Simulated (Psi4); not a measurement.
# CH4FGeN (SMILES [H]/N=[C](/F)[GeH3]): MP3/6-31G(d) (spherical functions)

What is the vertical singlet–triplet gap of CH4FGeN at MP3/6-31G* (spherical functions)? 

Program for the calculation: Psi4 1.11.

1 further run of the same task is left out (set aside as unsound or not needed). Runs told in other sessions of the task aren't counted.

### 1 The structure to begin with

CH4FGeN has 8 atoms, charge 0, and is taken as a singlet. SMILES: `[H]/N=[C](/F)[GeH3]`. Geometry: relaxed at PBE0-D4/def2-TZVP.

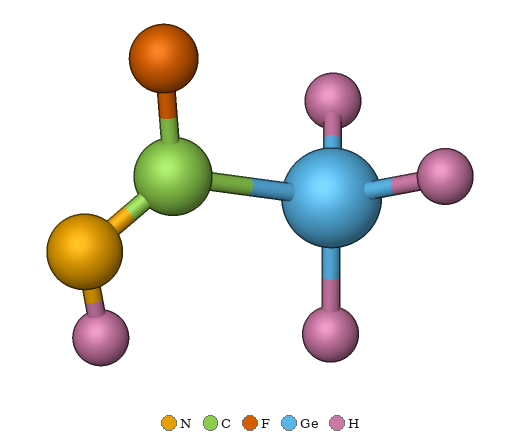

The structure, seen from a chosen angle (nitrogen amber, carbon green, fluorine orange, germanium blue, hydrogen pink).

### 2 The energy at MP3/6-31G(d) (spherical functions)

input.in

```
memory 2200 MB

molecule {
  0 1
  N      1.895900     0.222300    -0.348500
  C      0.908100     0.027300     0.385600
  F      1.137400    -0.127100     1.702400
  Ge    -1.019900    -0.103800    -0.035500
  H      1.617200     0.325400    -1.319900
  H     -1.766200     1.006900     0.710300
  H     -1.149700     0.071600    -1.553900
  H     -1.530700    -1.479600     0.403700
  symmetry c1
  no_reorient
  no_com
}

set globals {
  basis           6-31G*
  puream          true
  e_convergence   1e-09
  d_convergence   1e-08
  scf_type        pk
  num_frozen_docc 12
  mp_type         conv
}

energy("mp3")
```

The run is started by

```sh
psi4 input.in input.out -n 1
```

input.out (excerpt; [...] marks lines left out):

```text
[...]
  Running in c1 symmetry.
[...]
  Nuclear repulsion =  257.992179624617791
[...]
  Multiplicity = 1
[...]
  Nalpha       = 29
  Nbeta        = 29
[...]
    Number of basis functions: 82
[...]
   @RHF iter   1: -2267.89373620357992   -3.31193e+00   2.88411e-02 DIIS/ADIIS
[...]
   @RHF iter  13: -2269.11691244578014   -5.45697e-12   5.38455e-09 DIIS
[...]
    Orbital Energies [Eh]
    ---------------------
    Doubly Occupied:
       1A   -405.271514     2A    -52.208627     3A    -46.298665
       4A    -46.298521     5A    -46.298505     6A    -26.306119
       7A    -15.569518     8A    -11.364076     9A     -7.235336
      10A     -5.209929    11A     -5.209434    12A     -5.209250
      13A     -1.663553    14A     -1.662010    15A     -1.661593
      16A     -1.658214    17A     -1.658034    18A     -1.625971
      19A     -1.229014    20A     -0.858355    21A     -0.783988
      22A     -0.707854    23A     -0.689674    24A     -0.654501
      25A     -0.563781    26A     -0.503144    27A     -0.497610
      28A     -0.445657    29A     -0.426627
[...]
  @RHF Final Energy: -2269.11691244578014
   => Energetics <=
    Nuclear Repulsion Energy =            257.9921796246177905
    One-Electron Energy =               -3674.6800329199782027
    Two-Electron Energy =                1147.5709408495804382
    Total Energy =                      -2269.1169124457801445
[...]
 Multipole Moments:
 ------------------------------------------------------------------------------------
     Multipole            Electronic (a.u.)      Nuclear  (a.u.)        Total (a.u.)
 ------------------------------------------------------------------------------------
 L = 1.  Multiply by 2.5417464519 to convert [e a0] to [Debye]
 Dipole X            :         11.1211851          -12.3015502           -1.1803651
 Dipole Y            :          5.3142780           -5.3314843           -0.0172064
 Dipole Z            :        -23.9742850           23.2434424           -0.7308426
 Magnitude           :                                                    1.3884123
[...]
	SCS-MP2 Total Energy (a.u.)        : -2269.78343554301682
	SOS-MP2 Total Energy (a.u.)        : -2269.76756724917868
[...]
	SOS-PI-MP2 Total Energy (a.u.)     : -2269.81761761867074
[...]
	MP2 Total Energy (a.u.)            : -2269.81517213069264
[...]
	SCS-MP3 Total Energy (a.u.)        : -2269.78259358256082
[...]
	MP3 Total Energy (a.u.)            : -2269.81180428886819
[...]
```

Wall time 5.1 s (1 thread of Intel Xeon 6975P-C (Granite Rapids), shared host); peak memory 0.44 GiB.

### 3 The triplet

ch4fgen.inp

```
memory 2200 MB

molecule geom {
  0 3
  N      1.895900     0.222300    -0.348500
  C      0.908100     0.027300     0.385600
  F      1.137400    -0.127100     1.702400
  Ge    -1.019900    -0.103800    -0.035500
  H      1.617200     0.325400    -1.319900
  H     -1.766200     1.006900     0.710300
  H     -1.149700     0.071600    -1.553900
  H     -1.530700    -1.479600     0.403700
  symmetry c1
  no_reorient
  no_com
}

set globals {
  reference       uhf
  puream          true
  e_convergence   1e-09
  d_convergence   1e-08
  scf_type        pk
  num_frozen_docc 12
  maxiter         100
  mp_type         conv
}

energy('mp3/6-31G*')
```

The run is started by

```sh
psi4 ch4fgen.inp ch4fgen.out -n 1
```

ch4fgen.out (excerpt; [...] marks lines left out):

```text
[...]
  Running in c1 symmetry.
[...]
  Nuclear repulsion =  257.992179624617791
[...]
  Multiplicity = 3
[...]
  Nalpha       = 30
  Nbeta        = 28
[...]
    Number of basis functions: 82
[...]
   @UHF iter   1: -2267.75976986737396   -3.17796e+00   2.85585e-02 ADIIS/DIIS
[...]
   @UHF iter  24: -2268.95612915647189    2.44654e-10   4.40287e-09 DIIS
[...]
   @S^2 Observed:                2.020882095E+00
[...]
  @UHF Final Energy: -2268.95612915647189
   => Energetics <=
    Nuclear Repulsion Energy =            257.9921796246177905
    One-Electron Energy =               -3675.1361296534005305
    Two-Electron Energy =                1148.1878208723112493
    Total Energy =                      -2268.9561291564714338
  UHF NO Occupations:
  HONO-2 :   28  A 1.9951774
  HONO-1 :   29  A 1.0000000
  HONO-0 :   30  A 1.0000000
  LUNO+0 :   31  A 0.0048226
  LUNO+1 :   32  A 0.0033981
[...]
 Multipole Moments:
 ------------------------------------------------------------------------------------
     Multipole            Electronic (a.u.)      Nuclear  (a.u.)        Total (a.u.)
 ------------------------------------------------------------------------------------
 L = 1.  Multiply by 2.5417464519 to convert [e a0] to [Debye]
 Dipole X            :         12.0111973          -12.3015502           -0.2903529
 Dipole Y            :          5.4341545           -5.3314843            0.1026701
 Dipole Z            :        -24.2223399           23.2434424           -0.9788975
 Magnitude           :                                                    1.0261999
[...]
	SCS-MP2 Total Energy (a.u.)        : -2269.57780972406954
	SOS-MP2 Total Energy (a.u.)        : -2269.56189480845524
[...]
	SOS-PI-MP2 Total Energy (a.u.)     : -2269.60849216630004
[...]
	MP2 Total Energy (a.u.)            : -2269.60963955529814
[...]
	SCS-MP3 Total Energy (a.u.)        : -2269.57934315710281
[...]
	MP3 Total Energy (a.u.)            : -2269.61577328743215
[...]
```

Run time: 8.4 s. Hardware: 1 thread of Intel Xeon 6975P-C (Granite Rapids), shared host; peak memory 0.45 GiB.

### 4 Summary of results

Level: MP3/6-31G* (spherical functions), 12 core orbitals frozen.

```
                                                           quantity           value
                                              singlet: total energy  -2269.81180 Eh
                       singlet: HOMO energy (Hartree–Fock orbitals)       -11.61 eV
                       singlet: LUMO energy (Hartree–Fock orbitals)         3.38 eV
                     singlet: HOMO–LUMO gap (Hartree–Fock orbitals)        14.99 eV
              singlet: correlation energy (12 core orbitals frozen)      -694.9 mEh
                                              triplet: total energy  -2269.61577 Eh
triplet: HOMO energy (Hartree–Fock orbitals) (highest over α and β)        -6.60 eV
 triplet: LUMO energy (Hartree–Fock orbitals) (lowest over α and β)         0.47 eV
              triplet: correlation energy (12 core orbitals frozen)      -659.6 mEh
                         triplet: ⟨S²⟩ of the reference determinant           2.021
                   vertical energy of the triplet above the singlet        5.334 eV
```

**Reading.** At this shape the triplet lies 5.33 eV (123 kcal/mol) above the singlet.
